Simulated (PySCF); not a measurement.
Mg(Cp)2, C₁₀H₁₀Mg, singlet at its GFN2-xTB optimised geometry (Å):

```
21

Mg    -0.0084     0.0212     0.0000
C      1.1355     1.9984     0.0000
C      1.8439     1.0891    -0.8139
C      2.2776     0.0212     0.0000
C      1.8374     0.2701     1.3177
C      1.1312     1.4926     1.3178
H      0.8106     2.9864    -0.2956
H      2.1487     1.2651    -1.8362
H      2.9701    -0.7546    -0.2959
H      2.1398    -0.2817     2.1970
H      0.8050     2.0305     2.1972
C     -2.2813    -0.0763     0.1722
C     -1.7464    -1.2383     0.7695
C     -1.0857    -1.9794    -0.2341
C     -1.2124    -1.2755    -1.4506
C     -1.9509    -0.0998    -1.1997
H     -2.9701     0.6122     0.6419
H     -1.9592    -1.5859     1.7710
H     -0.7072    -2.9864    -0.1261
H     -0.9444    -1.6540    -2.4272
H     -2.3427     0.5700    -1.9527
```

Computed with B3LYP/def2-SVP (PySCF). Cells within 0.4 Å of a nucleus heavier than hydrogen are left out (blank, or x).

Map of the electrostatic potential (hartree/e), clipped to [-0.08, 0.12] on the plane z = 0.8 Å:

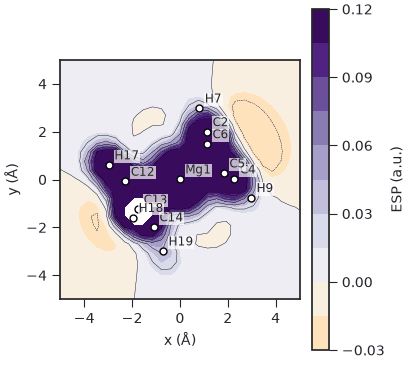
Figure. Electrostatic potential (hartree/e), clipped to [-0.08, 0.12] on the plane z = 0.8 Å.
